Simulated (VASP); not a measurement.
Band structure of MgO (rock salt). Calculation: SCAN meta-GGA, VASP's PBE PAW potentials (set 64) (plane waves; VASP 6.6.1).

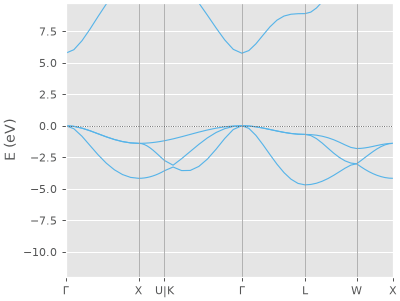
*Bands along high-symmetry lines, zero at the valence-band maximum or, without a gap, the Fermi level*

### Question
Read the plot: is there a gap, and where are the band edges?

### Answer
The gap is direct, 5.75 eV, from the valence maximum at Γ to the conduction minimum at Γ.

Measured: gap 8.36 eV (computed value off by -2.61 eV), as given by Wei Chen et al., Physical Review Materials (2018), doi:10.1103/physrevmaterials.2.073803 [zero-point renormalisation of 0.53 eV added back (the table's ZPR column)].

The compound is MgO in the rock salt structure. It was relaxed first.
